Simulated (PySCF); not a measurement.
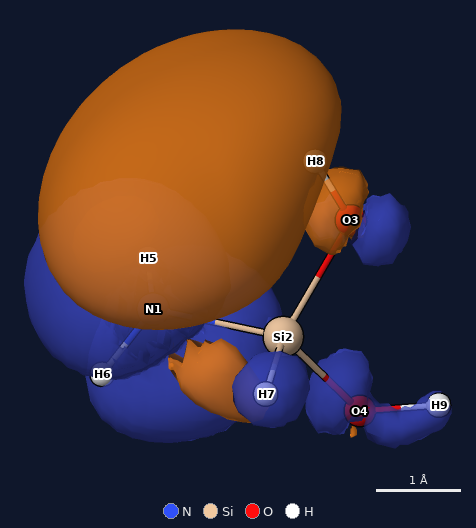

Figure. H$_{5}$NO$_{2}$Si, SMILES `N[SiH](O)O`. Unrelaxed difference density of S₃ less the ground state (TDHF singlet states), ±0.008 e/Å³; orange: gain, blue: loss.

PySCF calculation, HF/aug-cc-pVDZ, gas phase; geometry: GFN2-xTB. No frequency check shows the geometry to be a minimum.

Input script:

```python
import numpy as np
from pyscf import gto, scf, dft, tdscf
from pyscf.scf import atom_ks, atom_hf
from scipy.linalg import block_diag

def solve(mol, dm0=None, hcore=None):
    mf = scf.UHF(mol) if mol.spin else scf.RHF(mol)
    mf = mf.density_fit(auxbasis='def2-universal-jkfit')
    mf.conv_tol, mf.max_cycle = 1e-8, 80
    if hcore is not None:
        mf.get_hcore = lambda *args: hcore
    mf.kernel(dm0)
    if not mf.converged:
        mf = mf.newton().run(mf.mo_coeff, mf.mo_occ, max_cycle=30)
    assert mf.converged, 'SCF not converged'
    return mf

mol = gto.M(atom='''
N      1.62314    -0.14618     0.17358
Si    -0.01796    -0.02466    -0.33563
O     -0.66324     1.36564     0.22473
O     -0.96185    -1.21094     0.25315
H      1.82452     0.01071     1.14936
H      2.14276    -0.94704    -0.14351
H      0.00415    -0.05630    -1.79184
H     -0.18561     2.17691     0.08679
H     -1.89562    -1.05334     0.35993
''', basis='aug-cc-pvdz', charge=0, spin=0, verbose=4)
mf = solve(mol)
td = mf.TDHF()
td.nstates, td.singlet, td.conv_tol = 4, True, 1e-5
td.kernel()
td.analyze()
x, y = np.array([p[0] for p in td.xy]), np.array([p[1] + 0 * p[0] for p in td.xy])
f, mu = td.oscillator_strength(), td.transition_dipole()
nto = [td.get_nto(state=i + 1, verbose=4) for i in range(len(td.e))]
# spherically averaged free atoms, for the promolecule
atm = scf.atom_hf.get_atm_nrhf(mol)
pro = block_diag(*[(atm[a[0]][2] * atm[a[0]][3]) @ atm[a[0]][2].T for a in mol._atom])
np.savez('result.npz', e=td.e, f=f, ok=td.converged, w=[n[0] for n in nto], nto=[n[1] for n in nto], x=x, y=y, c=mf.mo_coeff, occ=mf.mo_occ, eps=mf.mo_energy, pro=pro, mu=mu)
```

Command:

```sh
OMP_NUM_THREADS=1 python input.py
```

The run took 6.2 min on 1 thread of Arm Neoverse V2, on a shared host, peak memory 0.4 GiB.

How does the charge move on excitation?

Answer. 0.89 e is displaced in all, largely into diffuse regions outside the molecule. The state: 9.19 eV (135 nm), f = 0.004, diffuse (Rydberg-like) orbital; the leading pair carries 98 %; hole on N1 (71 %), Si2 (11 %) and H5 and H6 (6 % each), electron on Si2 (52 %), H8 (15 %) and N1 (13 %) (atom shares of so diffuse an orbital are rough); their centroids lie 1.9 Å apart; S₄ lies within 0.1 eV of it.
